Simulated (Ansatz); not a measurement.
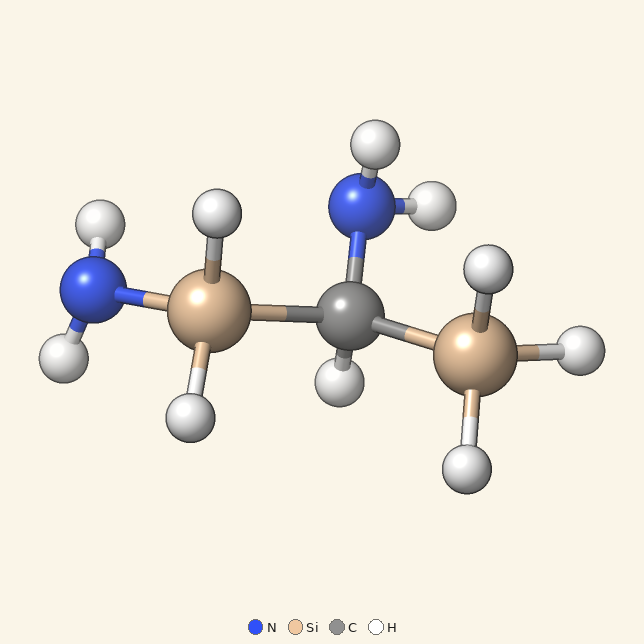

Computed geometry: PBE-D4/def2-SVP optimisation. No frequency run is at hand to confirm it as a minimum.

Draw it as a skeletal formula.

SMILES: N[SiH2][C@@H](N)[SiH3]

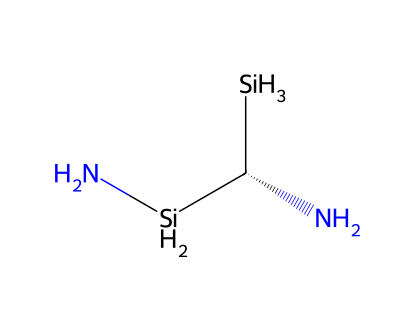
